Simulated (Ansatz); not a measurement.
**BrH₆HfN₃: how energies converge with the basis set**

How large a basis does BrH₆HfN₃ need? Two functionals are run in growing sets.

The runs use Ansatz 0.2.0, Gaussian basis; one geometry, several basis sets.

The runs, in order: PBE0-D4/def2-SVP; ωB97M-V/def2-SVP; PBE0-D4/def2-QZVPP; ωB97M-V/def2-QZVPP; the functionals' def2-TZVPP values are taken from earlier runs.

## 1. The geometry

All runs share one geometry, relaxed beforehand with PBE0-D4 in a triple-zeta def2 set. Hf takes the def2 core potential; no spin-orbit term is included.

SMILES `[NH2][Hf]([NH2])([NH2])[Br]`, 11 atoms, charge 0, spin multiplicity 1.

Atoms are counted from 1 here; the program's logs count them from 0.

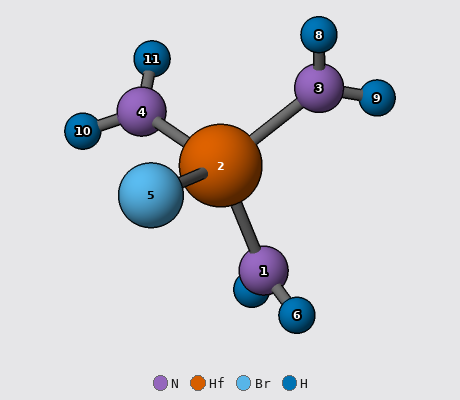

The geometry (colours as in the key); atoms are numbered from 1 in the order of the file.

## 2. PBE0-D4 in def2-SVP

The input, in.yaml:

```yaml
crystal:
  periodic: [false, false, false]
  atoms:
    - {symbol: N, position_ang: [-1.512686, 1.085147, 0.357104]}
    - {symbol: Hf, position_ang: [-0.036704, -0.010757, -0.491000]}
    - {symbol: N, position_ang: [1.716264, 0.795159, 0.122443]}
    - {symbol: N, position_ang: [-0.144273, -1.863022, 0.319092]}
    - {symbol: Br, position_ang: [-0.225309, -0.066137, -3.032824]}
    - {symbol: H, position_ang: [-1.801221, 2.002861, 0.044812]}
    - {symbol: H, position_ang: [-2.125087, 0.785279, 1.101646]}
    - {symbol: H, position_ang: [2.623721, 0.556478, -0.255084]}
    - {symbol: H, position_ang: [1.826508, 1.543553, 0.791051]}
    - {symbol: H, position_ang: [-0.832475, -2.561391, 0.070807]}
    - {symbol: H, position_ang: [0.511261, -2.267181, 0.971952]}
basis:
  gaussian: {orbitals: def2-SVP}
hamiltonian: {xc: pbe0, dispersion: d4}
output: {orbitals: {seedname: orbitals}}
```

Launch:

```sh
$ ansatz run in.yaml --threads 4 --pin off --events-out ev --progress --plain --max-ram 11315MiB
```

Standard output:

```text
Functional definition: PBE0
  name "PBE0"
  cite "Adamo & Barone, J. Chem. Phys. 110, 6158 (1999) doi:10.1063/1.478522"
  cite "Perdew, Burke & Ernzerhof, Phys. Rev. Lett. 77, 3865 (1996) doi:10.1103/PhysRevLett.77.3865"
  parent pbe
  parameter a = 0.25
  parameter kappa = 0.804
  parameter beta = 0.06672455060314922
  exchange = (1 - a)*pbe_x(kappa = kappa, mu = beta*pi^2/3) + a*exact_x
  correlation = pbe_c(beta = beta)
1368 factors; integrals over basis functions are off by at most 1.0e-3 eV
mean field evaluation 1: about -75883.3147 eV, gradient 9.2e1 eV
mean field evaluation 2: about -75834.1912 eV, gradient 1.7e2 eV
mean field evaluation 4: about -75900.3999 eV, gradient 7.5e0 eV
mean field evaluation 8: about -75900.7186 eV, gradient 7.4e-1 eV
mean field evaluation 16: about -75900.7199 eV, gradient 1.9e-4 eV
mean field -75900.71989768 eV, -2789.3000088841 hartree, gradient 2.8e-5 eV, S^2 0.000000; 0 other end points of the search recorded, 0 dependent functions left out
reference -75900.71996171 eV, -2789.3000112370 hartree; 37, 37 occupied and 99, 99 virtual orbitals, 1368 factors
Total energy: -75900.92569155 eV, -2789.3075716693 hartree
```

It took 1.8 s on 4 threads of Intel Xeon Platinum 8375C at 2.90GHz, shared host; peak memory 0.4 GiB.

## 3. ωB97M-V in def2-SVP

Edit in.yaml of step 2 so:

```diff
@@ -16,3 +16,3 @@
   gaussian: {orbitals: def2-SVP}
-hamiltonian: {xc: pbe0, dispersion: d4}
+hamiltonian: {xc: {name: wB97M-V}}
 output: {orbitals: {seedname: orbitals}}
```

The command is unchanged.

Standard output (excerpt; [...] marks lines left out):

```text
Functional definition: wB97M-V
  name "wB97M-V"
  cite "Mardirossian & Head-Gordon, J. Chem. Phys. 144, 214110 (2016) doi:10.1063/1.4952647"
  cite "Becke, J. Chem. Phys. 107, 8554 (1997) doi:10.1063/1.475007"
  cite "Vydrov & Van Voorhis, J. Chem. Phys. 133, 244103 (2010) doi:10.1063/1.3521275"
  # Of w^i u^j: cxij and so on, Table III.
[...]
  gx(w, u) = 1 - cx + cx01*u + cx10*w
  gss(w, u) = css00 + css04*u^4 + css10*w + css20*w^2 + css43*w^4*u^3
  gos(w, u) = cos00 + cos10*w + (cos20 + cos21*u)*w^2 + (cos60 + cos61*u)*w^6
[...]
      + integral(e_c_pw_mod_opposite_spin*gos(b97_w_opposite, b97_u_opposite)) + vv10(b, c)
1368 factors; integrals over basis functions are off by at most 1.0e-3 eV
346 factors; integrals over basis functions are off by at most 8.1e-6 eV
[...]
mean field -75906.36353233 eV, -2789.5074086319 hartree, gradient 4.8e-5 eV, S^2 0.000000; 0 other end points of the search recorded, 0 dependent functions left out
reference -75906.36363365 eV, -2789.5074123553 hartree; 37, 37 occupied and 99, 99 virtual orbitals, 1368 factors
Total energy: -75906.36363365 eV, -2789.5074123553 hartree
```

It took 6.5 s on 4 threads of Intel Xeon Platinum 8375C at 2.90GHz, shared host; peak memory 0.59 GiB.

## 4. PBE0-D4 in def2-QZVPP

Edit in.yaml of step 3 so:

```diff
@@ -15,4 +15,4 @@
 basis:
-  gaussian: {orbitals: def2-SVP}
-hamiltonian: {xc: {name: wB97M-V}}
+  gaussian: {orbitals: "def2-QZVPP.json"}
+hamiltonian: {xc: pbe0, dispersion: d4}
 output: {orbitals: {seedname: orbitals}}
```

The command is unchanged.

Standard output:

```text
Functional definition: PBE0
  name "PBE0"
  cite "Adamo & Barone, J. Chem. Phys. 110, 6158 (1999) doi:10.1063/1.478522"
  cite "Perdew, Burke & Ernzerhof, Phys. Rev. Lett. 77, 3865 (1996) doi:10.1103/PhysRevLett.77.3865"
  parent pbe
  parameter a = 0.25
  parameter kappa = 0.804
  parameter beta = 0.06672455060314922
  exchange = (1 - a)*pbe_x(kappa = kappa, mu = beta*pi^2/3) + a*exact_x
  correlation = pbe_c(beta = beta)
1929 factors; their error is unknown
mean field evaluation 1: about -75894.5170 eV, gradient 1.1e2 eV
mean field evaluation 2: about -75832.7068 eV, gradient 1.9e2 eV
mean field evaluation 4: about -75916.2813 eV, gradient 1.3e1 eV
mean field evaluation 8: about -75916.7028 eV, gradient 2.0e-1 eV
mean field evaluation 16: about -75916.8941 eV, gradient 2.6e-4 eV
mean field -75916.89414108 eV, -2789.8944013656 hartree, gradient 6.2e-5 eV, S^2 0.000000; 0 other end points of the search recorded, 0 dependent functions left out
reference -75916.89418112 eV, -2789.8944028371 hartree; 37, 37 occupied and 484, 484 virtual orbitals, 1929 factors
Total energy: -75917.09991096 eV, -2789.9019632694 hartree
```

Wall time 9 s (4 threads of Intel Xeon Platinum 8375C at 2.90GHz, shared host); peak memory 2.3 GiB.

## 5. ωB97M-V in def2-QZVPP

Edit in.yaml of step 4 so:

```diff
@@ -16,3 +16,3 @@
   gaussian: {orbitals: "def2-QZVPP.json"}
-hamiltonian: {xc: pbe0, dispersion: d4}
+hamiltonian: {xc: {name: wB97M-V}}
 output: {orbitals: {seedname: orbitals}}
```

Launched as before.

Standard output (excerpt; [...] marks lines left out):

```text
Functional definition: wB97M-V
  name "wB97M-V"
  cite "Mardirossian & Head-Gordon, J. Chem. Phys. 144, 214110 (2016) doi:10.1063/1.4952647"
  cite "Becke, J. Chem. Phys. 107, 8554 (1997) doi:10.1063/1.475007"
  cite "Vydrov & Van Voorhis, J. Chem. Phys. 133, 244103 (2010) doi:10.1063/1.3521275"
  # Of w^i u^j: cxij and so on, Table III.
[...]
  gx(w, u) = 1 - cx + cx01*u + cx10*w
  gss(w, u) = css00 + css04*u^4 + css10*w + css20*w^2 + css43*w^4*u^3
  gos(w, u) = cos00 + cos10*w + (cos20 + cos21*u)*w^2 + (cos60 + cos61*u)*w^6
[...]
      + integral(e_c_pw_mod_opposite_spin*gos(b97_w_opposite, b97_u_opposite)) + vv10(b, c)
1845 factors; their error is unknown
430 factors; integrals over basis functions are off by at most 1.9e-5 eV
[...]
mean field -75922.66305606 eV, -2790.1064050808 hartree, gradient 2.0e-5 eV, S^2 0.000000; 0 other end points of the search recorded, 0 dependent functions left out
reference -75922.66312117 eV, -2790.1064074736 hartree; 37, 37 occupied and 484, 484 virtual orbitals, 1845 factors
Total energy: -75922.66312117 eV, -2790.1064074736 hartree
```

Wall time 20 s (4 threads of Intel Xeon Platinum 8375C at 2.90GHz, shared host); peak memory 2.8 GiB.

## 6. Functionals by basis

The def2-TZVPP values come from earlier runs at the same geometry.

| functional | basis | functions | energy (eV) | from the largest (eV) | HOMO (eV) | LUMO (eV) |
| --- | --- | --- | --- | --- | --- | --- |
| PBE0-D4 | def2-SVP | 136 | -75900.9257 | 16.174 | -7.28 | 0.02 |
| PBE0-D4 | def2-TZVPP | 281 | -75915.3678 | 1.732 | -7.40 | -0.10 |
| PBE0-D4 | def2-QZVPP | 521 | -75917.0999 | 0.000 | -7.46 | -0.40 |
| ωB97M-V | def2-SVP | 136 | -75906.3636 | 16.299 | -9.67 | 1.36 |
| ωB97M-V | def2-TZVPP | 281 | -75921.0020 | 1.661 | -9.81 | 1.10 |
| ωB97M-V | def2-QZVPP | 521 | -75922.6631 | 0.000 | -9.86 | 0.49 |

## 7. Outcome

| quantity | value |
| --- | --- |
| PBE0-D4: double and triple zeta above quadruple | 16.17, 1.73 eV |
| ωB97M-V: double and triple zeta above quadruple | 16.30, 1.66 eV |

In words: For PBE0-D4 the step from double to triple zeta gains 14.44 eV and the next only 1.73 eV. Total energies overstate the basis error of differences, where much of it tends to cancel. The LUMO of ωB97M-V is positive and keeps falling with the basis (1.36 to 0.49 eV): an unbound level that the basis holds in place.

For PBE0-D4 the largest set took about 5 times as long as the smallest (9 s against 1.8 s).
